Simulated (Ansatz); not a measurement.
## Electronic structure of CH5AlO2···HF in real space

Input

```
crystal:
  periodic: [false, false, false]
  atoms:
    - { symbol: Al, position_ang: [-0.1856, 0.3714, 0.2823] }
    - { symbol: F, position_ang: [1.6888, 0.0393, 1.1972] }
    - { symbol: C, position_ang: [-0.0131, 0.3295, -1.6836] }
    - { symbol: O, position_ang: [-1.0613, 1.3466, 1.2551] }
    - { symbol: H, position_ang: [0.9334, -0.8864, 1.3485] }
    - { symbol: O, position_ang: [-0.1009, -1.6095, 1.1889] }
    - { symbol: H, position_ang: [0.8513, -0.2615, -1.9872] }
    - { symbol: H, position_ang: [0.1184, 1.3324, -2.0879] }
    - { symbol: H, position_ang: [-0.8901, -0.0991, -2.1674] }
    - { symbol: H, position_ang: [-1.5029, 1.8338, 1.9337] }
    - { symbol: H, position_ang: [0.162, -2.3966, 0.7204] }
basis:
  gaussian: { orbitals: "6-31G*" }
hamiltonian:
  xc: pbe
relax:
  f_tol: 0.15
  max_steps: 25
  restrain:
    - { distance: [0, 5], at: 1.87, k: 30.0 }
    - { distance: [4, 1], at: 0.88, k: 30.0 }
    - { distance: [0, 1], at: 3.08, k: 30.0 }
    - { distance: [4, 5], at: 2.27, k: 30.0 }
output:
  orbitals: {}
```

Run with:

```sh
ansatz run input.yaml --threads 2 --pin off --max-ram 3072MiB --backend cpu --events-out ev --progress --plain --runs-dir out
```

The fields are those of the run's last geometry, not of the input's.

Not at a stationary point (largest force 1.6 eV/Å).

The calculation used Ansatz 0.2.0, RKS PBE/6-31G*.

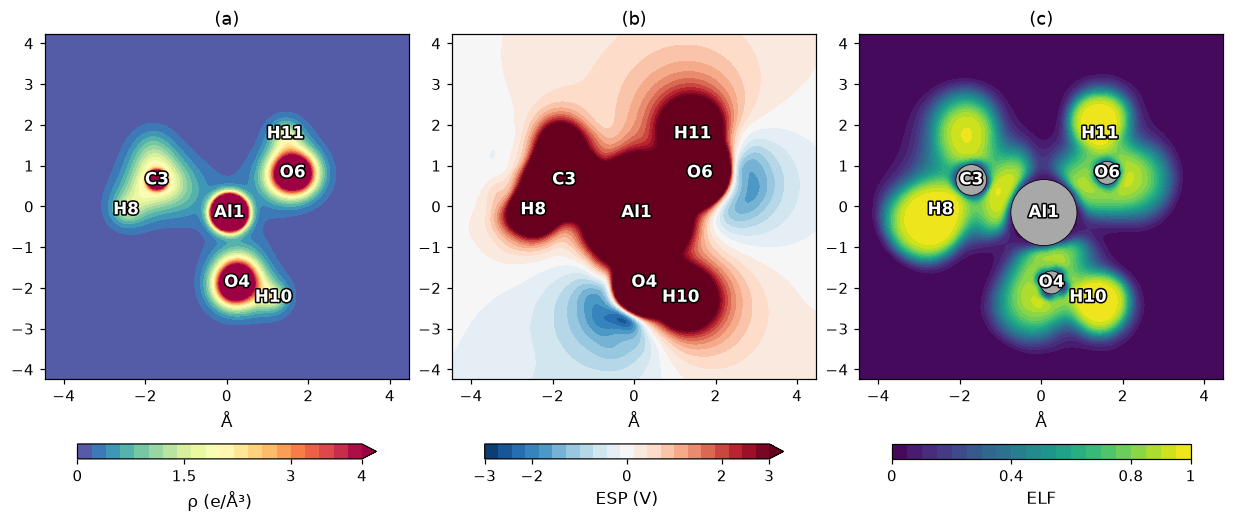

Figure 1. (a) total electron density; (b) molecular electrostatic potential; (c) electron localisation function on the plane of atoms O4, Al1 and O6. Grey discs cover the atomic cores in the ELF map.

**What does the map show?**

- The section cuts through Al, C, O and H sites.
- Al–O (1.72 Å): ρ at the midpoint is about 0.81 e/Å³; the ELF peaks at about 0.85 in the valence shell of O, 0.6 Å from its nucleus, and is about 0.40 at the midpoint.
- C–Al (1.96 Å): ρ is about 0.71 e/Å³ halfway; the ELF peaks at about 0.95 in the valence shell of C, 0.7 Å from its nucleus, and is about 0.85 at the midpoint.
- Al–O (1.83 Å): the density is about 0.66 e/Å³ at the midpoint; the ELF peaks at about 0.85 in the valence shell of O, 0.6 Å from its nucleus, and is about 0.45 at the midpoint.
- O–H (0.97 Å): the density is about 3.5 e/Å³ at the midpoint; the ELF climbs to about 1 towards the hydrogen, as it does in any bond to H: a covalent bond by its length.
- C–H (1.10 Å): ρ is about 1.8 e/Å³ halfway; the ELF climbs to about 1 towards the hydrogen: an ordinary covalent bond to hydrogen.
- The ELF also peaks beside O4 and O6, away from the bonds: lone-pair regions.
- Outside the dense part of the complex the potential is most negative (−2.5 V) near O4.

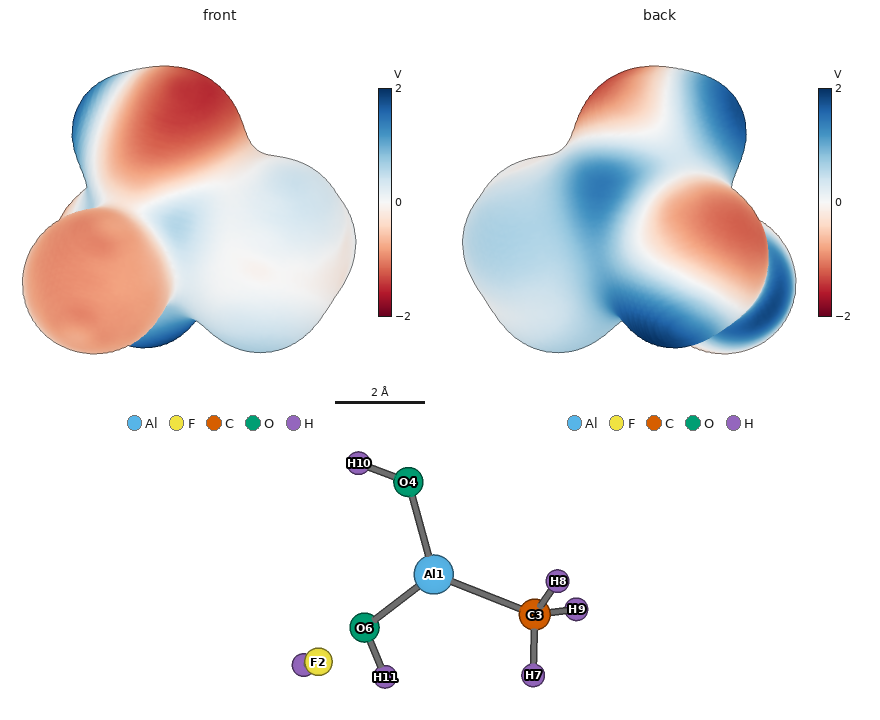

Figure 2. The molecular electrostatic potential painted on the density surface at 0.001 e/bohr³, seen from the front and from behind; the colour scale runs from red (negative) to blue (positive). The bare structure is drawn below in the same view.

**Where is the surface potential most negative and most positive?**

The most negative region (about −1.4 V, or −32 kcal/mol for a unit charge) lies over O4, the most positive (about +1.9 V, or +44 kcal/mol for a unit charge) over H11. O4 is the likeliest acceptor of a hydrogen bond.

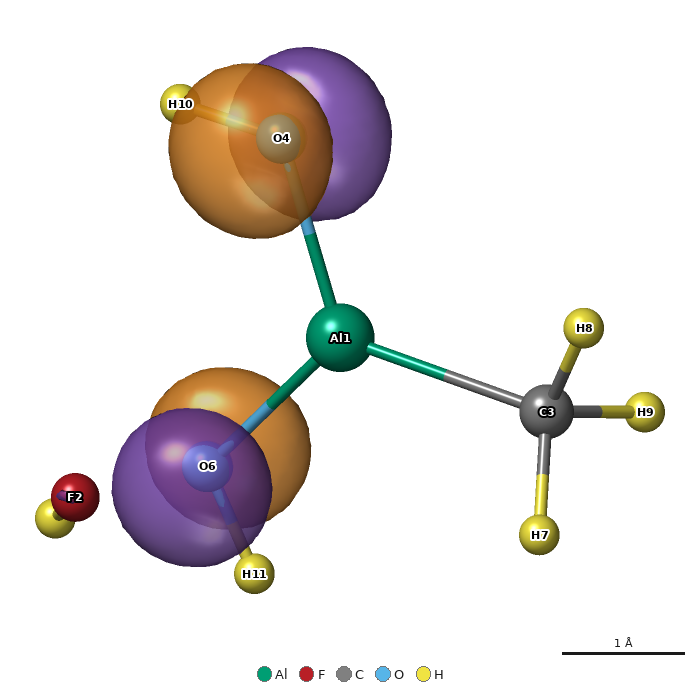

Figure 3. One frontier orbital at ±0.2 Å⁻³ᐟ² (orange and purple are the two phases), seen across its widest extent.

**Which orbital is it: HOMO or LUMO?**

The HOMO, at −6.74 eV. It lies mainly on O4 (about 45 %) and O6 (about 40 %); largely a combination of lone pairs on O4 and O6.
